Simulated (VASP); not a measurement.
Band structure of Al₃InN₄ (ordered alloy cell). These are PBEsol GGA, VASP's PBE PAW potentials (set 64) (plane waves; VASP 6.6.1) values and carry that method's errors.

Unless said otherwise, spin-orbit coupling is left out, though it shifts the bands of the heavy elements here.

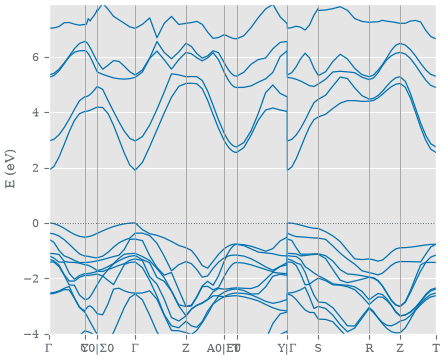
*Bands along high-symmetry lines, zero at the valence-band maximum or, without a gap, the Fermi level*

Question: Read the plot: is there a gap, and where are the band edges?

Answer: The gap is direct, 1.90 eV, from the valence maximum at Γ to the conduction minimum at Γ. (Edges off the drawn lines would not show.)

The structure was generated: Al3InN4 was put into an ordered model structure (Amm2), which need not be its known phase. It was relaxed first.
